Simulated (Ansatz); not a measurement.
C2H6BrClSi

```xyz
11

C     0.5888   -0.1235   -0.8924
C    -0.5708   -0.0806    0.1089
Br    0.9976   -2.1277    2.2724
Cl    1.2239    1.3829    2.3502
Si   -0.0628   -0.1877    1.9063
H     1.2950    0.7021   -0.7147
H     0.2236   -0.0394   -1.9277
H     1.1510   -1.0665   -0.8083
H    -1.1479    0.8563    0.0049
H    -1.2828   -0.9058   -0.0713
H    -1.2066   -0.1198    2.8465
```

Geometry: B3LYP-D3(BJ)/def2-SVP.

Computed with Ansatz 0.2.0, isolated molecule in a Gaussian basis; Kohn-Sham density functional theory, functional PBE0.

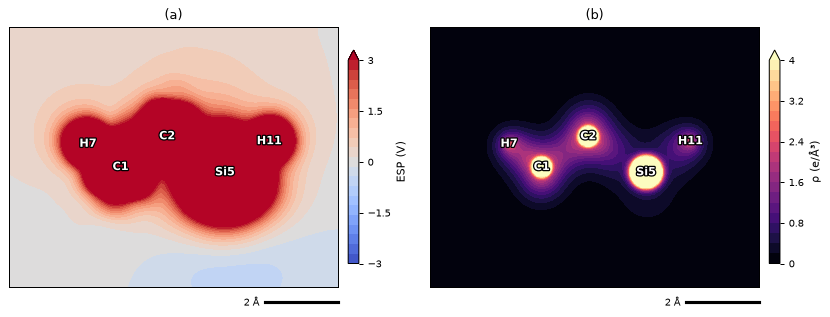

Figure 1. (a) electrostatic potential; (b) electron density on the plane of atoms C1, C2 and Si5.

Q: What does the map show?

A: Atoms in the plane: C, Si and H.
C–C (1.53 Å): ρ at the midpoint is about 1.6 e/Å³.
C–Si (1.87 Å): ρ at the midpoint is about 0.99 e/Å³.
C–H (1.10 Å): ρ at the midpoint is about 1.9 e/Å³.
Si–H (1.48 Å): the density is about 0.8 e/Å³ at the midpoint.
Outside the dense part of the molecule the potential is most negative (−0.5 V) near Cl4, which lies off the plane.

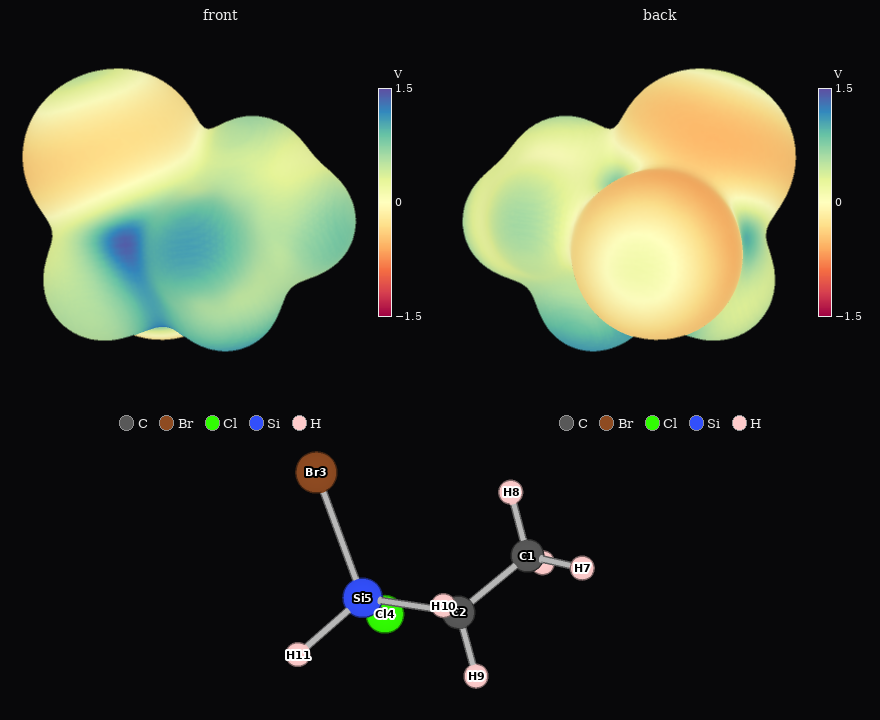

Figure 2. The electrostatic potential painted on the density surface at 0.002 e/bohr³, seen from the front and from behind; the colour scale runs from red (negative) to blue (positive). The bare structure is drawn below in the same view.

Q: Describe the electrostatic potential map.

A: The most negative region (about −0.6 V, or −14 kcal/mol for a unit charge) lies over Br3 and Cl4, the most positive (about +1.4 V, or +32 kcal/mol for a unit charge) over Si5. Br3 shows a σ-hole: about +0.5 V, or +12 kcal/mol for a unit charge at the tip opposite its bond, against about −0.4 V, or −9 kcal/mol for a unit charge on its flanks. Cl4 shows a σ-hole: about +0.1 V at the tip opposite its bond, against about −0.3 V, or −7 kcal/mol for a unit charge on its flanks.

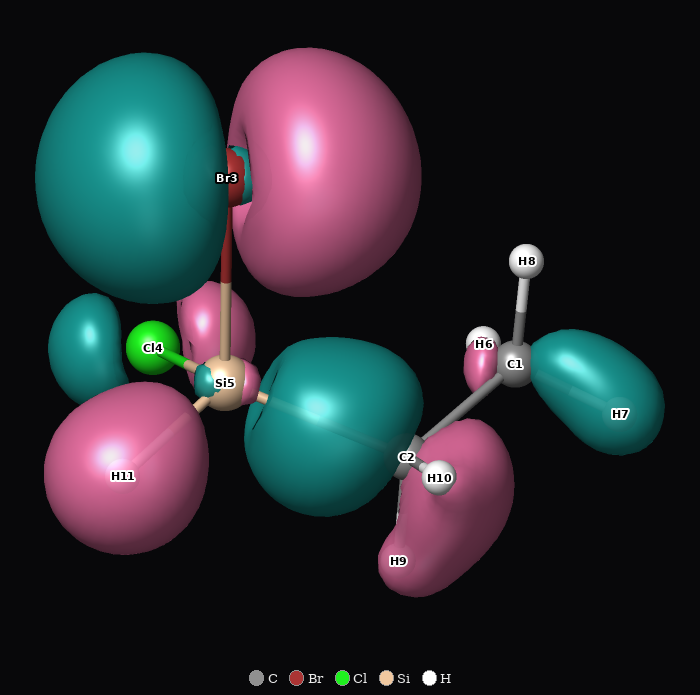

Figure 3. The HOMO at ±0.1 Å⁻³ᐟ² (teal and pink are the two phases), seen at a tilt.

Q: What is the character of this orbital?

A: It lies mainly on Br3 (about 60 %), C2 (about 10 %) and Si5 (about 10 %). Its energy is −8.44 eV.

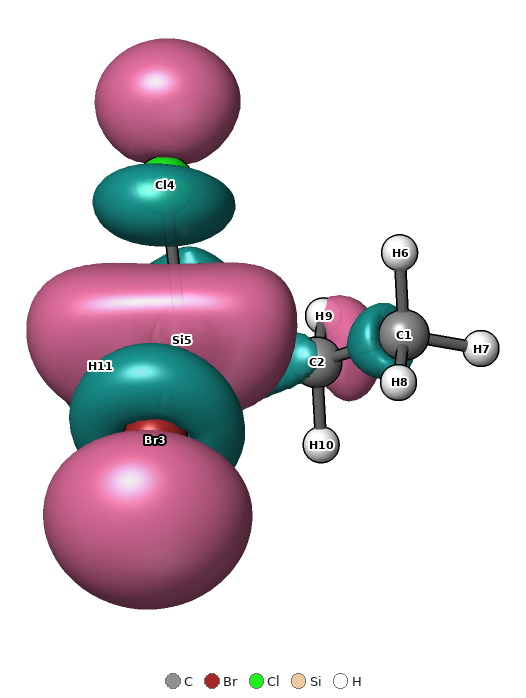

Figure 4. The LUMO at ±0.08 Å⁻³ᐟ² (teal and pink are the two phases), seen from one side.

Q: What is the character of this orbital?

A: By Hirshfeld shares it lies mainly on Br3 (about 35 %), Si5 (about 35 %) and Cl4 (about 15 %). Its energy is −0.36 eV.
